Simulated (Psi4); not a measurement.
# One shape, several levels: CH5Al (AlH2Me)

Aim: a comparison of 4 runs (HF/3-21G, HF/6-311+G**, B3LYP/6-31G*, MP2/6-31+G*) of CH5Al (AlH2Me). 

Program for the calculation: Psi4 1.11.

4 further runs of the same task are left out: 1 that didn't finish, 3 set aside as unsound or not needed.

## 1. The structure to begin with

The species is CH5Al (7 atoms), meant as a singlet with charge 0. As SMILES, `[H][Al]([H])[CH3]`. Geometry: a GFN2-xTB relaxation, a rough one for these elements and not checked as a minimum.

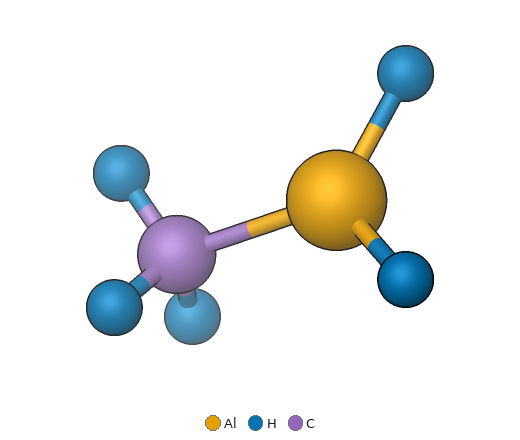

The structure, seen from a chosen angle (aluminium amber, hydrogen blue, carbon purple).

## 2. The energy at HF/3-21G (run 1)

input.json

```json
{
  "schema_name": "qcschema_input",
  "schema_version": 1,
  "molecule": {
    "schema_name": "qcschema_molecule",
    "schema_version": 2,
    "symbols": ["Al", "H", "H", "C", "H", "H", "H"],
    "geometry": [1.00578783, 1.7498486, -0.00536682, 3.92989335, 1.94779741, 0.07458749, -0.29683818, 4.37586871, -0.06202081, -0.86322689, -1.501463, -0.00519675, -1.09341443, -2.31272242, -1.89936373, -2.77646121, -1.30445905, 0.77257673, 0.09427844, -2.95485136, 1.12476499],
    "molecular_charge": 0,
    "molecular_multiplicity": 1,
    "fix_symmetry": "c1"
  },
  "driver": "energy",
  "model": {
    "method": "hf",
    "basis": "3-21G"
  },
  "keywords": {
    "reference": "rhf",
    "puream": true,
    "e_convergence": 1e-09,
    "d_convergence": 1e-08,
    "scf_type": "pk",
    "scf_properties": ["WIBERG_LOWDIN_INDICES", "MAYER_INDICES", "QUADRUPOLE"]
  }
}
```

Launch:

```console
psi4 --qcschema input.json -n 1 --memory 1600MB
```

stdout:

```text
[...]
  Running in c1 symmetry.
[...]
  Nuclear repulsion =   50.267355857641746
[...]
  Multiplicity = 1
[...]
  Nalpha       = 12
  Nbeta        = 12
[...]
    Number of basis functions: 32
[...]
   @RHF iter   1:  -281.07936672725987   -8.33230e-01   8.68827e-03 ADIIS/DIIS
[...]
   @RHF iter   9:  -281.12398843070315   -4.03588e-12   6.73238e-09 DIIS
[...]
  @RHF Final Energy:  -281.12398843070315
   => Energetics <=
    Nuclear Repulsion Energy =             50.2673558576417463
    One-Electron Energy =                -488.9981354864477225
    Two-Electron Energy =                 157.6067911981028260
    Total Energy =                       -281.1239884307031502
[...]
 Multipole Moments:
 ------------------------------------------------------------------------------------
     Multipole            Electronic (a.u.)      Nuclear  (a.u.)        Total (a.u.)
 ------------------------------------------------------------------------------------
 L = 1.  Multiply by 2.5417464519 to convert [e a0] to [Debye]
 Dipole X            :          1.1577526           -1.3162148           -0.1584622
 Dipole Y            :          2.0100104           -2.2902877           -0.2802774
 Dipole Z            :         -0.0292952            0.0167482           -0.0125469
 Magnitude           :                                                    0.3222159
 L = 2.  Multiply by 1.3450342976 to convert [e a0^2] to [Debye ang]
 Quadrupole XX       :        -58.6846894           39.6346616          -19.0500278
 Quadrupole XY       :        -38.8766312           38.6512851           -0.2253461
[...]
```

The result, in JSON:

```text
{
 "driver": "energy",
 "model": {
  "method": "hf",
  "basis": "3-21G"
 },
 "success": true,
 "return_result": -281.12398843070315,
 "properties": {
  "calcinfo_nbasis": 32,
  "calcinfo_nmo": 32,
  "calcinfo_nalpha": 12,
  "calcinfo_nbeta": 12,
  "calcinfo_natom": 7,
  "nuclear_repulsion_energy": 50.267355857641746,
  "return_energy": -281.12398843070315,
  "scf_one_electron_energy": -488.9981354864477,
  "scf_two_electron_energy": 157.60679119810283,
  "scf_dipole_moment": [-0.15846219933057726, -0.28027736355841926, -0.012546938429729704],
  "scf_total_energy": -281.12398843070315,
  "scf_iterations": 9
 }
}
```

Wall time 2.6 s (1 thread of Intel Xeon 6975P-C (Granite Rapids), shared host); peak memory 0.18 GiB.

## 3. Energy and gradient at HF/6-311+G(d,p) (density fitting) (run 2)

ch5al.dat

```
memory 1.6 GB

molecule {
  0 1
  Al     0.532240     0.925980    -0.002840
  H      2.079610     1.030730     0.039470
  H     -0.157080     2.315610    -0.032820
  C     -0.456800    -0.794540    -0.002750
  H     -0.578610    -1.223840    -1.005100
  H     -1.469240    -0.690290     0.408830
  H      0.049890    -1.563640     0.595200
  no_reorient
  no_com
}

set globals {
  reference     rhf
  scf_type      mem_df
  e_convergence 1e-05
  soscf         true
}

e, wfn = gradient('scf/6-311+G**', return_wfn=True)
print_variables()
```

Launch:

```console
psi4 -i ch5al.dat -o ch5al.out -n 1
```

ch5al.out:

```text
[...]
  Running in c1 symmetry.
[...]
  Nuclear repulsion =   50.267355864409339
[...]
  Multiplicity = 1
[...]
  Nalpha       = 12
  Nbeta        = 12
[...]
    Number of basis functions: 82
[...]
   @DF-RHF iter   1:  -282.60116718387718   -7.59274e-01   5.05307e-03 ADIIS/DIIS
[...]
   @DF-RHF iter   6:  -282.69425119762974   -6.82121e-13   1.60687e-10 SOSCF, nmicro=conv
[...]
    Orbital Energies [Eh]
    ---------------------
    Doubly Occupied:
       1A    -58.461250     2A    -11.197818     3A     -4.874663
       4A     -3.190587     5A     -3.188423     6A     -3.187690
       7A     -0.919476     8A     -0.554020     9A     -0.539684
      10A     -0.538034    11A     -0.419080    12A     -0.414027
[...]
  @DF-RHF Final Energy:  -282.69425119762974
   => Energetics <=
    Nuclear Repulsion Energy =             50.2673558644093390
    One-Electron Energy =                -490.9537116929335525
    Two-Electron Energy =                 157.9921046308944312
    Total Energy =                       -282.6942511976297965
[...]
  -Total Gradient:
     Atom            X                  Y                   Z
    ------   -----------------  -----------------  -----------------
       1        0.004733414651     0.008413103097     0.000300281764
       2       -0.010475613739     0.004226996036    -0.000147740894
       3        0.008876415569    -0.006944556981     0.000473763410
       4        0.003029109768     0.004028026742    -0.003199292668
       5       -0.001860809888    -0.003789929439    -0.003262424789
       6       -0.005686886075    -0.000892195255     0.002485408973
       7        0.001384369717    -0.005041444196     0.003350004205
[...]
```

Run time: 4.8 s. Hardware: 1 thread of Intel Xeon 6975P-C (Granite Rapids), shared host; peak memory 0.23 GiB.

## 4. Energy and gradient at B3LYP/6-31G(d) (Cartesian functions) (run 3)

run.py

```python
import psi4

psi4.set_memory(1600000000)
psi4.set_num_threads(1)
psi4.core.set_output_file('output.dat', False)

molecule = psi4.geometry("""
0 1
Al
H 1 1.551489
H 1 1.551494 2 112.53018
C 1 1.984538 2 123.75085 3 -179.50304
H 4 1.097197 1 113.23503 2 -85.71209
H 4 1.097862 5 106.09659 1 123.4517
H 4 1.098086 5 105.94103 6 113.2066
symmetry c1
""")

options = {'basis': '6-31G*', 'puream': False, 'e_convergence': 1e-09, 'd_convergence': 1e-08, 'scf_type': 'pk', 'dft_radial_points': 99, 'dft_spherical_points': 590}
psi4.set_options(options)

e, wfn = psi4.gradient('b3lyp', molecule=molecule, return_wfn=True)
psi4.oeprop(wfn, 'MAYER_INDICES', 'DIPOLE', 'WIBERG_LOWDIN_INDICES')
print('gradient / Eh bohr^-1')
print(e.np.round(6))
print(f'energy = {wfn.energy():.10f} Eh')
```

Launch:

```console
python run.py
```

output.dat:

```text
[...]
  Running in c1 symmetry.
[...]
  Nuclear repulsion =   50.267348425548739
[...]
  Multiplicity = 1
[...]
  Nalpha       = 12
  Nbeta        = 12
[...]
    Number of basis functions: 44
[...]
   @RKS iter   1:  -283.29605743030436   -3.97950e-01   1.51753e-02 DIIS/ADIIS
[...]
   @RKS iter   9:  -283.53164024777954   -4.20641e-12   5.53637e-09 DIIS
[...]
    Orbital Energies [Eh]
    ---------------------
    Doubly Occupied:
       1A    -56.033935     2A    -10.160782     3A     -4.124597
       4A     -2.682945     5A     -2.674748     6A     -2.673520
       7A     -0.675742     8A     -0.405705     9A     -0.390345
      10A     -0.390202    11A     -0.291879    12A     -0.286829
[...]
  @RKS Final Energy:  -283.53164024777954
   => Energetics <=
    Nuclear Repulsion Energy =             50.2673484255487395
    One-Electron Energy =                -491.0413281243550614
    Two-Electron Energy =                 178.1840785917113124
    DFT Exchange-Correlation Energy =     -20.9417391406845574
    Empirical Dispersion Energy =           0.0000000000000000
    VV10 Nonlocal Energy =                  0.0000000000000000
    Total Energy =                       -283.5316402477795350
[...]
  -Total Gradient:
     Atom            X                  Y                   Z
    ------   -----------------  -----------------  -----------------
       1       -0.000302388943     0.010700374939     0.007067666961
       2       -0.000135767017     0.004144899379    -0.012376250131
       3       -0.000132040589    -0.009858784176     0.008519646129
       4        0.003446206499    -0.001374728052    -0.000178780156
       5       -0.002002037184    -0.001277450759    -0.001181101623
       6       -0.000471991817    -0.001476726033    -0.000418105209
       7       -0.000401998771    -0.000857000224    -0.001432629692
[...]
```

Standard output:

```text
gradient / Eh bohr^-1
[[-0.000302  0.0107    0.007068]
 [-0.000136  0.004145 -0.012376]
 [-0.000132 -0.009859  0.00852 ]
 [ 0.003446 -0.001375 -0.000179]
 [-0.002002 -0.001277 -0.001181]
 [-0.000472 -0.001477 -0.000418]
 [-0.000402 -0.000857 -0.001433]]
energy = -283.5316402478 Eh
```

It took 13 s on 1 thread of Intel Xeon 6975P-C (Granite Rapids), shared host; peak memory 0.71 GiB.

## 5. A single-point energy at MP2/6-31+G(d) (density fitting, density fitting for correlation, Cartesian functions) (run 4)

ch5al.py

```python
import psi4

psi4.set_memory(1600000000)
psi4.set_num_threads(1)
psi4.core.set_output_file('run.log', False)

geom = psi4.geometry("""
0 1
Al     0.532240     0.925980    -0.002840
H      2.079610     1.030730     0.039470
H     -0.157080     2.315610    -0.032820
C     -0.456800    -0.794540    -0.002750
H     -0.578610    -1.223840    -1.005100
H     -1.469240    -0.690290     0.408830
H      0.049890    -1.563640     0.595200
""")

psi4.set_options({
    'basis': '6-31+G*',
    'reference': 'rhf',
    'scf_type': 'disk_df',
    'freeze_core': True,
    'mp2_type': 'df',
})

e_tot, wfn = psi4.energy('mp2', molecule=geom, return_wfn=True)
print('E =', round(e_tot, 9))
```

Launch:

```console
python ch5al.py
```

run.log:

```text
[...]
  Running in c1 symmetry.
[...]
  Nuclear repulsion =   50.267355864409339
[...]
  Multiplicity = 1
[...]
  Nalpha       = 12
  Nbeta        = 12
[...]
    Number of basis functions: 52
[...]
   @DF-RHF iter   1:  -282.58630208488211   -8.17786e-01   7.06495e-03 ADIIS/DIIS
[...]
   @DF-RHF iter  10:  -282.66323915534190   -1.08002e-12   1.62330e-09 DIIS
[...]
    Orbital Energies [Eh]
    ---------------------
    Doubly Occupied:
       1A    -58.453242     2A    -11.200836     3A     -4.878532
       4A     -3.193838     5A     -3.190807     6A     -3.189770
       7A     -0.919795     8A     -0.553890     9A     -0.540404
      10A     -0.539017    11A     -0.419274    12A     -0.413823
[...]
  @DF-RHF Final Energy:  -282.66323915534190
   => Energetics <=
    Nuclear Repulsion Energy =             50.2673558644093390
    One-Electron Energy =                -490.8747363993684303
    Two-Electron Energy =                 157.9441413796171503
    Total Energy =                       -282.6632391553418984
[...]
 Multipole Moments:
 ------------------------------------------------------------------------------------
     Multipole            Electronic (a.u.)      Nuclear  (a.u.)        Total (a.u.)
 ------------------------------------------------------------------------------------
 L = 1.  Multiply by 2.5417464519 to convert [e a0] to [Debye]
 Dipole X            :          1.1763574           -1.3162148           -0.1398574
 Dipole Y            :          2.0431952           -2.2902877           -0.2470925
 Dipole Z            :         -0.0281769            0.0167482           -0.0114287
 Magnitude           :                                                    0.2841574
[...]
```

Standard output:

```text
E = -282.849739734
```

It took 3.3 s on 1 thread of Intel Xeon 6975P-C (Granite Rapids), shared host; peak memory 0.2 GiB.

## 6. Overview of the runs

| run | level | task | integrals | energy (Eh) | dipole moment (D) | HOMO energy (eV) | LUMO energy (eV) | wall time |
| --- | --- | --- | --- | --- | --- | --- | --- | --- |
| 1 | HF/3-21G | energy | pk | -281.123988 | 0.82 | -11.17 | 1.37 | 2.6 s |
| 2 | HF/6-311+G** (density fitting) | gradient | mem_df | -282.694251 | 0.75 | -11.27 | 0.84 | 4.8 s |
| 3 | B3LYP/6-31G* (Cartesian functions) | gradient | pk | -283.531640 | 0.91 | -7.81 | -1.44 | 13 s |
| 4 | MP2/6-31+G* (density fitting, density fitting for correlation, Cartesian functions) | energy | disk_df | -282.849740 | – | -11.26 | 0.93 | 3.3 s |

## 7. Results

```
                                          quantity          value
                               run 4: total energy  -282.84974 Eh
        run 4: HOMO energy (Hartree–Fock orbitals)      -11.26 eV
        run 4: LUMO energy (Hartree–Fock orbitals)        0.93 eV
      run 4: HOMO–LUMO gap (Hartree–Fock orbitals)       12.19 eV
run 4: correlation energy (6 core orbitals frozen)     -186.5 mEh
```

**Reading.** Over runs 1, 2, 3 the dipole moment (its size) runs from 0.75 D (HF/6-311+G**) to 0.91 D (B3LYP/6-31G*). The two ends differ in method and basis. Over runs 1, 2, 3 the HOMO–LUMO gap runs from 6.36 eV (B3LYP/6-31G*) to 12.54 eV (HF/3-21G). All runs together took 24 s, the longest 13 s.
